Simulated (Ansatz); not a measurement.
# SiGeH4 (singlet): PBE, r2SCAN, PBE0, B3LYP, wB97M-V, B2PLYP, RPA-PBE over vertical spin and charge gaps, cc-pVDZ, part 2 of 2

Ansatz 0.2.0, Gaussian basis; cc-pVDZ, all electrons in the functionals, frozen cores in the correlation of double hybrids and RPA. Earlier steps stand in the parts before.

## 14. wB97M-V, charge 0, singlet

The input, in.yaml:

```yaml
crystal:
  periodic: [false, false, false]
  atoms:
    - {symbol: Si, position_ang: [0.000000, 0.027795, 1.712649]}
    - {symbol: Ge, position_ang: [0.000000, -0.030704, -0.744071]}
    - {symbol: H, position_ang: [0.000000, 1.348061, 2.400385]}
    - {symbol: H, position_ang: [1.197551, -0.733921, 2.178541]}
    - {symbol: H, position_ang: [-1.197551, -0.733921, 2.178541]}
    - {symbol: H, position_ang: [0.000000, 1.558094, -0.855589]}
basis:
  gaussian: {orbitals: cc-pVDZ}
magnetization: {spin_polarized: true, initial_magnetization: 0}
hamiltonian: {xc: {name: wB97M-V}}
output: {orbitals: {seedname: orbitals}}
```

Run with:

```
ansatz run in.yaml --threads 1 --pin off --events-out ev --progress --plain --max-ram 4096MiB --backend cpu
```

The log of the run (excerpt; [...] marks lines left out):

```text
Functional definition: wB97M-V
  name "wB97M-V"
  cite "Mardirossian & Head-Gordon, J. Chem. Phys. 144, 214110 (2016) doi:10.1063/1.4952647"
  cite "Becke, J. Chem. Phys. 107, 8554 (1997) doi:10.1063/1.475007"
  cite "Vydrov & Van Voorhis, J. Chem. Phys. 133, 244103 (2010) doi:10.1063/1.3521275"
  # Of w^i u^j: cxij and so on, Table III.
[...]
  gx(w, u) = 1 - cx + cx01*u + cx10*w
  gss(w, u) = css00 + css04*u^4 + css10*w + css20*w^2 + css43*w^4*u^3
  gos(w, u) = cos00 + cos10*w + (cos20 + cos21*u)*w^2 + (cos60 + cos61*u)*w^6
[...]
      + integral(e_c_pw_mod_opposite_spin*gos(b97_w_opposite, b97_u_opposite)) + vv10(b, c)
682 factors; integrals over basis functions are off by at most 1.1e-3 eV
223 factors; integrals over basis functions are off by at most 7.2e-6 eV
[...]
mean field -64454.44292848 eV, -2368.6570888311 hartree, gradient 1.7e-6 eV, S^2 0.000000; 1 other end points of the search recorded, 0 dependent functions left out
reference -64454.44296777 eV, -2368.6570902749 hartree; 25, 25 occupied and 40, 40 virtual orbitals, 682 factors
Total energy: -64454.44296777 eV, -2368.6570902749 hartree
```

Run time: 12 s. Hardware: 1 thread of AMD EPYC 7R13, shared host; peak memory 0.32 GiB.

From the report: ⟨S²⟩ of the determinant 0.000 (pure singlet: 0.00).

## 15. wB97M-V, charge 0, triplet

in.yaml, as its differences from that of step 14:

```diff
@@ -11,4 +11,4 @@
   gaussian: {orbitals: cc-pVDZ}
-magnetization: {spin_polarized: true, initial_magnetization: 0}
+magnetization: {spin_polarized: true, initial_magnetization: 2}
 hamiltonian: {xc: {name: wB97M-V}}
-output: {orbitals: {seedname: orbitals}}
+output: {forces: true, orbitals: {seedname: orbitals}}
```

Same command.

The log of the run (excerpt; [...] marks lines left out):

```text
Functional definition: wB97M-V
  name "wB97M-V"
  cite "Mardirossian & Head-Gordon, J. Chem. Phys. 144, 214110 (2016) doi:10.1063/1.4952647"
  cite "Becke, J. Chem. Phys. 107, 8554 (1997) doi:10.1063/1.475007"
  cite "Vydrov & Van Voorhis, J. Chem. Phys. 133, 244103 (2010) doi:10.1063/1.3521275"
  # Of w^i u^j: cxij and so on, Table III.
[...]
  gx(w, u) = 1 - cx + cx01*u + cx10*w
  gss(w, u) = css00 + css04*u^4 + css10*w + css20*w^2 + css43*w^4*u^3
  gos(w, u) = cos00 + cos10*w + (cos20 + cos21*u)*w^2 + (cos60 + cos61*u)*w^6
[...]
      + integral(e_c_pw_mod_opposite_spin*gos(b97_w_opposite, b97_u_opposite)) + vv10(b, c)
682 factors; integrals over basis functions are off by at most 1.1e-3 eV
223 factors; integrals over basis functions are off by at most 7.2e-6 eV
[...]
mean field -64453.23929856 eV, -2368.6128562475 hartree, gradient 5.8e-5 eV, S^2 2.003251; 0 other end points of the search recorded, 0 dependent functions left out
[...]
reference -64453.23933689 eV, -2368.6128576559 hartree; 26, 24 occupied and 39, 41 virtual orbitals, 682 factors
Total energy: -64453.23933689 eV, -2368.6128576559 hartree
Atom 0 at     0.000000     0.027795     1.712649 Å, force    -0.000000    -1.322574     0.057048 eV/Å
Atom 1 at     0.000000    -0.030704    -0.744071 Å, force    -0.000000     1.354416     1.142613 eV/Å
Atom 2 at     0.000000     1.348061     2.400385 Å, force    -0.000000     0.257099    -0.453141 eV/Å
Atom 3 at     1.197551    -0.733921     2.178541 Å, force     0.016395     0.062712     0.048098 eV/Å
Atom 4 at    -1.197551    -0.733921     2.178541 Å, force    -0.016395     0.062712     0.048098 eV/Å
Atom 5 at     0.000000     1.558094    -0.855589 Å, force    -0.000000    -0.414365    -0.842716 eV/Å
Dipole moment:    -0.000000    -0.028867     0.026462 e Å
```

Run time: 13 s. Hardware: 1 thread of AMD EPYC 7R13, shared host; peak memory 0.32 GiB.

From the report: ⟨S²⟩ of the determinant 2.003 (pure triplet: 2.00).

From charge 0, singlet: +27.8 kcal/mol.

## 16. wB97M-V, charge 1, doublet

in.yaml, as its differences from that of step 15:

```diff
@@ -11,3 +11,4 @@
   gaussian: {orbitals: cc-pVDZ}
-magnetization: {spin_polarized: true, initial_magnetization: 2}
+total_charge: 1
+magnetization: {spin_polarized: true, initial_magnetization: 1}
 hamiltonian: {xc: {name: wB97M-V}}
```

Same command.

The log of the run (excerpt; [...] marks lines left out):

```text
Functional definition: wB97M-V
  name "wB97M-V"
  cite "Mardirossian & Head-Gordon, J. Chem. Phys. 144, 214110 (2016) doi:10.1063/1.4952647"
  cite "Becke, J. Chem. Phys. 107, 8554 (1997) doi:10.1063/1.475007"
  cite "Vydrov & Van Voorhis, J. Chem. Phys. 133, 244103 (2010) doi:10.1063/1.3521275"
  # Of w^i u^j: cxij and so on, Table III.
[...]
  gx(w, u) = 1 - cx + cx01*u + cx10*w
  gss(w, u) = css00 + css04*u^4 + css10*w + css20*w^2 + css43*w^4*u^3
  gos(w, u) = cos00 + cos10*w + (cos20 + cos21*u)*w^2 + (cos60 + cos61*u)*w^6
[...]
      + integral(e_c_pw_mod_opposite_spin*gos(b97_w_opposite, b97_u_opposite)) + vv10(b, c)
682 factors; integrals over basis functions are off by at most 1.1e-3 eV
223 factors; integrals over basis functions are off by at most 7.2e-6 eV
[...]
mean field -64445.72680094 eV, -2368.3367770518 hartree, gradient 7.8e-5 eV, S^2 0.754438; 0 other end points of the search recorded, 0 dependent functions left out
[...]
reference -64445.72684076 eV, -2368.3367785153 hartree; 25, 24 occupied and 40, 41 virtual orbitals, 682 factors
Total energy: -64445.72684076 eV, -2368.3367785153 hartree
Atom 0 at     0.000000     0.027795     1.712649 Å, force     0.000000    -1.151879     2.114036 eV/Å
Atom 1 at     0.000000    -0.030704    -0.744071 Å, force    -0.000000     1.162540     0.372707 eV/Å
Atom 2 at     0.000000     1.348061     2.400385 Å, force    -0.000000     0.368365    -0.776869 eV/Å
Atom 3 at     1.197551    -0.733921     2.178541 Å, force     0.054646     0.015244    -0.464073 eV/Å
Atom 4 at    -1.197551    -0.733921     2.178541 Å, force    -0.054646     0.015244    -0.464073 eV/Å
Atom 5 at     0.000000     1.558094    -0.855589 Å, force    -0.000000    -0.409514    -0.781729 eV/Å
Dipole moment:    -0.000000     0.028589    -0.104910 e Å
```

It took 13 s on 1 thread of AMD EPYC 7R13, shared host; peak memory 0.32 GiB.

From the report: ⟨S²⟩ of the determinant 0.754 (pure doublet: 0.75).

From charge 0, singlet: +201.0 kcal/mol.

## 17. B2PLYP, charge 0, singlet

in.yaml, as its differences from that of step 16:

```diff
@@ -11,5 +11,4 @@
   gaussian: {orbitals: cc-pVDZ}
-total_charge: 1
-magnetization: {spin_polarized: true, initial_magnetization: 1}
-hamiltonian: {xc: {name: wB97M-V}}
-output: {forces: true, orbitals: {seedname: orbitals}}
+magnetization: {spin_polarized: true, initial_magnetization: 0}
+hamiltonian: {xc: {name: B2PLYP}}
+correlation: {electrons: outside_noble_gas}
```

Launched as before.

The log of the run (excerpt; [...] marks lines left out):

```text
Functional definition: B2PLYP
  name "B2PLYP"
  cite "Grimme, J. Chem. Phys. 124, 034108 (2006) doi:10.1063/1.2148954"
  cite "Becke, Phys. Rev. A 38, 3098 (1988) doi:10.1103/PhysRevA.38.3098"
  cite "Lee, Yang & Parr, Phys. Rev. B 37, 785 (1988) doi:10.1103/PhysRevB.37.785"
[...]
682 factors; integrals over basis functions are off by at most 1.1e-3 eV
[...]
mean field -64441.81129388 eV, -2368.1928848217 hartree, gradient 2.6e-6 eV, S^2 0.000000; 2 other end points of the search recorded, 0 dependent functions left out
19 core orbitals not correlated: weight in the atoms' cores, before any rotation towards them, 0.999 or more for the frozen orbitals, at most 0.000 for the correlated occupied ones
reference -64441.81145092 eV, -2368.1928905927 hartree; 6, 6 occupied and 40, 40 virtual orbitals, 682 factors
second order -6.26725227 eV of doubles, -0.00000000 eV of singles
Total energy: -64443.50360904 eV, -2368.2550762564 hartree
```

Wall time 6 s (1 thread of AMD EPYC 7R13, shared host).

From the report: ⟨S²⟩ of the determinant 0.000 (pure singlet: 0.00).

## 18. B2PLYP, charge 0, triplet

in.yaml, as its differences from that of step 17:

```diff
@@ -11,3 +11,3 @@
   gaussian: {orbitals: cc-pVDZ}
-magnetization: {spin_polarized: true, initial_magnetization: 0}
+magnetization: {spin_polarized: true, initial_magnetization: 2}
 hamiltonian: {xc: {name: B2PLYP}}
```

Launched as before.

The log of the run (excerpt; [...] marks lines left out):

```text
Functional definition: B2PLYP
  name "B2PLYP"
  cite "Grimme, J. Chem. Phys. 124, 034108 (2006) doi:10.1063/1.2148954"
  cite "Becke, Phys. Rev. A 38, 3098 (1988) doi:10.1103/PhysRevA.38.3098"
  cite "Lee, Yang & Parr, Phys. Rev. B 37, 785 (1988) doi:10.1103/PhysRevB.37.785"
[...]
682 factors; integrals over basis functions are off by at most 1.1e-3 eV
[...]
mean field -64440.76804368 eV, -2368.1545460839 hartree, gradient 4.2e-6 eV, S^2 2.006431; 0 other end points of the search recorded, 0 dependent functions left out
19 core orbitals not correlated: weight in the atoms' cores, before any rotation towards them, 0.999 or more for the frozen orbitals, at most 0.000 for the correlated occupied ones
reference -64440.76819849 eV, -2368.1545517732 hartree; 7, 5 occupied and 39, 41 virtual orbitals, 682 factors
second order -5.83649314 eV of doubles, -0.00000000 eV of singles
Total energy: -64442.34405164 eV, -2368.2124633082 hartree
```

Wall time 3.3 s (1 thread of AMD EPYC 7R13, shared host).

From the report: ⟨S²⟩ of the determinant 2.006 (pure triplet: 2.00).

From charge 0, singlet: +26.7 kcal/mol.

## 19. B2PLYP, charge 1, doublet

in.yaml, as its differences from that of step 18:

```diff
@@ -11,3 +11,4 @@
   gaussian: {orbitals: cc-pVDZ}
-magnetization: {spin_polarized: true, initial_magnetization: 2}
+total_charge: 1
+magnetization: {spin_polarized: true, initial_magnetization: 1}
 hamiltonian: {xc: {name: B2PLYP}}
```

Launched as before.

The log of the run (excerpt; [...] marks lines left out):

```text
Functional definition: B2PLYP
  name "B2PLYP"
  cite "Grimme, J. Chem. Phys. 124, 034108 (2006) doi:10.1063/1.2148954"
  cite "Becke, Phys. Rev. A 38, 3098 (1988) doi:10.1103/PhysRevA.38.3098"
  cite "Lee, Yang & Parr, Phys. Rev. B 37, 785 (1988) doi:10.1103/PhysRevB.37.785"
[...]
682 factors; integrals over basis functions are off by at most 1.1e-3 eV
[...]
mean field -64433.39697580 eV, -2367.8836643354 hartree, gradient 3.7e-6 eV, S^2 0.759611; 0 other end points of the search recorded, 0 dependent functions left out
19 core orbitals not correlated: weight in the atoms' cores, before any rotation towards them, 0.999 or more for the frozen orbitals, at most 0.000 for the correlated occupied ones
reference -64433.39712458 eV, -2367.8836698032 hartree; 6, 5 occupied and 40, 41 virtual orbitals, 682 factors
second order -5.47305134 eV of doubles, -0.00000000 eV of singles
Total energy: -64434.87484844 eV, -2367.9379751534 hartree
```

Wall time 3.1 s (1 thread of AMD EPYC 7R13, shared host).

From the report: ⟨S²⟩ of the determinant 0.760 (pure doublet: 0.75).

From charge 0, singlet: +199.0 kcal/mol.

## 20. RPA-PBE, charge 0, singlet

in.yaml, as its differences from that of step 19:

```diff
@@ -11,5 +11,4 @@
   gaussian: {orbitals: cc-pVDZ}
-total_charge: 1
-magnetization: {spin_polarized: true, initial_magnetization: 1}
-hamiltonian: {xc: {name: B2PLYP}}
-correlation: {electrons: outside_noble_gas}
+magnetization: {spin_polarized: true, initial_magnetization: 0}
+hamiltonian: {xc: {name: PBE}}
+correlation: {method: rpa, electrons: outside_noble_gas}
```

Same command.

The log of the run (excerpt; [...] marks lines left out):

```text
Functional definition: PBE
  name "PBE"
  cite "Perdew, Burke & Ernzerhof, Phys. Rev. Lett. 77, 3865 (1996) doi:10.1103/PhysRevLett.77.3865"
  parent pbe
[...]
682 factors; integrals over basis functions are off by at most 1.1e-3 eV
[...]
mean field -64445.65161877 eV, -2368.3340141581 hartree, gradient 9.6e-6 eV, S^2 0.000000; 2 other end points of the search recorded, 0 dependent functions left out
19 core orbitals not correlated: weight in the atoms' cores, before any rotation towards them, 0.999 or more for the frozen orbitals, at most 0.000 for the correlated occupied ones
reference -64396.08268254 eV, -2366.5123893510 hartree; 6, 6 occupied and 40, 40 virtual orbitals, 682 factors
Total energy: -64406.57784287 eV, -2366.8980793789 hartree
```

Wall time 2.8 s (1 thread of AMD EPYC 7R13, shared host).

From the report: ⟨S²⟩ of the determinant 0.000 (pure singlet: 0.00).

## 21. RPA-PBE, charge 0, triplet

in.yaml, as its differences from that of step 20:

```diff
@@ -11,3 +11,3 @@
   gaussian: {orbitals: cc-pVDZ}
-magnetization: {spin_polarized: true, initial_magnetization: 0}
+magnetization: {spin_polarized: true, initial_magnetization: 2}
 hamiltonian: {xc: {name: PBE}}
```

The command is unchanged.

The log of the run (excerpt; [...] marks lines left out):

```text
Functional definition: PBE
  name "PBE"
  cite "Perdew, Burke & Ernzerhof, Phys. Rev. Lett. 77, 3865 (1996) doi:10.1103/PhysRevLett.77.3865"
  parent pbe
[...]
682 factors; integrals over basis functions are off by at most 1.1e-3 eV
[...]
mean field -64444.53180107 eV, -2368.2928616167 hartree, gradient 2.2e-6 eV, S^2 2.002739; 1 other end points of the search recorded, 0 dependent functions left out
19 core orbitals not correlated: weight in the atoms' cores, before any rotation towards them, 0.999 or more for the frozen orbitals, at most 0.000 for the correlated occupied ones
reference -64395.43989443 eV, -2366.4887673234 hartree; 7, 5 occupied and 39, 41 virtual orbitals, 682 factors
Total energy: -64405.44064565 eV, -2366.8562881521 hartree
```

Run time: 3.4 s. Hardware: 1 thread of AMD EPYC 7R13, shared host.

From the report: ⟨S²⟩ of the determinant 2.003 (pure triplet: 2.00).

From charge 0, singlet: +26.2 kcal/mol.

## 22. RPA-PBE, charge 1, doublet

in.yaml, as its differences from that of step 21:

```diff
@@ -11,3 +11,4 @@
   gaussian: {orbitals: cc-pVDZ}
-magnetization: {spin_polarized: true, initial_magnetization: 2}
+total_charge: 1
+magnetization: {spin_polarized: true, initial_magnetization: 1}
 hamiltonian: {xc: {name: PBE}}
```

Launched as before.

The log of the run (excerpt; [...] marks lines left out):

```text
Functional definition: PBE
  name "PBE"
  cite "Perdew, Burke & Ernzerhof, Phys. Rev. Lett. 77, 3865 (1996) doi:10.1103/PhysRevLett.77.3865"
  parent pbe
[...]
682 factors; integrals over basis functions are off by at most 1.1e-3 eV
[...]
mean field -64437.01425120 eV, -2368.0165967545 hartree, gradient 2.8e-6 eV, S^2 0.752743; 1 other end points of the search recorded, 0 dependent functions left out
19 core orbitals not correlated: weight in the atoms' cores, before any rotation towards them, 0.999 or more for the frozen orbitals, at most 0.000 for the correlated occupied ones
reference -64388.14378580 eV, -2366.2206402767 hartree; 6, 5 occupied and 40, 41 virtual orbitals, 682 factors
Total energy: -64397.87527111 eV, -2366.5782657657 hartree
```

It took 3.7 s on 1 thread of AMD EPYC 7R13, shared host.

From the report: ⟨S²⟩ of the determinant 0.753 (pure doublet: 0.75).

From charge 0, singlet: +200.7 kcal/mol.

## 23. The comparison

The yardstick is UCCSDT(Q), where the cluster series has nearly closed. It and the other wave-function rows come from earlier runs at the same points. Energies in kcal/mol, counted from charge 0, singlet; blanks weren't run or aren't comparable.

| level | singlet to triplet | ionisation to the doublet cation |
| --- | --- | --- |
| UCCSDT(Q) | 24.3 | 197.5 |
| PBE | 25.8 | 199.2 |
| r2SCAN | 21.3 | 200.4 |
| PBE0 | 24.4 | 200.5 |
| B3LYP | 28.3 | 201.8 |
| wB97M-V | 27.8 | 201.0 |
| B2PLYP | 26.7 | 199.0 |
| RPA-PBE | 26.2 | 200.7 |
| RHF | 15.4 | 182.8 |
| UHF | 14.6 | 181.3 |
| RMP2 | 22.2 | 195.6 |
| UMP2 | 21.9 | 195.7 |
| RCCSD | 24.4 | 197.2 |
| RCCSD(T) | 24.5 | 197.6 |
| UCCSD(T) | 24.3 | 197.5 |
| RCCSDT(Q) | 24.5 | 197.6 |

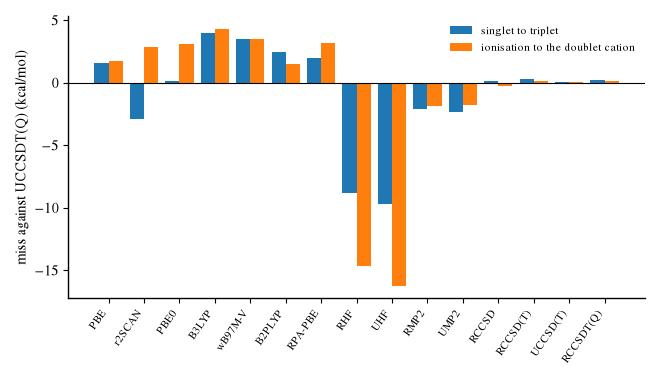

Misses of the gaps against UCCSDT(Q).

Largest miss and mean time a point (UCCSDT(Q) took 17 s a point; shared hosts):

| level | largest miss (kcal/mol) | where | time a point |
| --- | --- | --- | --- |
| PBE | +1.7 | ionisation to the doublet cation | 2.4 s |
| r2SCAN | -2.9 | singlet to triplet | 7.3 s |
| PBE0 | +3.0 | ionisation to the doublet cation | 3.3 s |
| B3LYP | +4.3 | ionisation to the doublet cation | 2.8 s |
| wB97M-V | +3.5 | ionisation to the doublet cation | 12 s |
| B2PLYP | +2.5 | singlet to triplet | 4.1 s |
| RPA-PBE | +3.2 | ionisation to the doublet cation | 3.3 s |
| RHF | -14.7 | ionisation to the doublet cation |  |
| UHF | -16.2 | ionisation to the doublet cation |  |
| RMP2 | -2.1 | singlet to triplet |  |
| UMP2 | -2.4 | singlet to triplet |  |
| RCCSD | -0.2 | ionisation to the doublet cation |  |
| RCCSD(T) | +0.3 | singlet to triplet | 6.5 s |
| UCCSD(T) | 0.0 | singlet to triplet | 11 s |
| RCCSDT(Q) | +0.2 | singlet to triplet | 18 s |

## 24. Results

What follows sums up all 2 parts.

| quantity | value |
| --- | --- |
| singlet to triplet, UCCSDT(Q) | 24.3 kcal/mol |
| ionisation to the doublet cation, UCCSDT(Q) | 197.5 kcal/mol |
| largest miss, PBE | +1.7 kcal/mol (ionisation to the doublet cation) |
| largest miss, r2SCAN | -2.9 kcal/mol (singlet to triplet) |
| largest miss, PBE0 | +3.0 kcal/mol (ionisation to the doublet cation) |
| largest miss, B3LYP | +4.3 kcal/mol (ionisation to the doublet cation) |
| largest miss, wB97M-V | +3.5 kcal/mol (ionisation to the doublet cation) |
| largest miss, B2PLYP | +2.5 kcal/mol (singlet to triplet) |
| largest miss, RPA-PBE | +3.2 kcal/mol (ionisation to the doublet cation) |
| largest miss, RCCSD(T) | +0.3 kcal/mol (singlet to triplet) |
| largest miss, UCCSD(T) | 0.0 kcal/mol (singlet to triplet) |

**Reading.** Of the functionals, PBE keep the smallest largest miss at the points compared (at most 1.7 kcal/mol) and B3LYP strays most (4.3 kcal/mol, at ionisation to the doublet cation). Functionals and the yardstick converge differently with the basis, so part of each miss in cc-pVDZ is the basis.
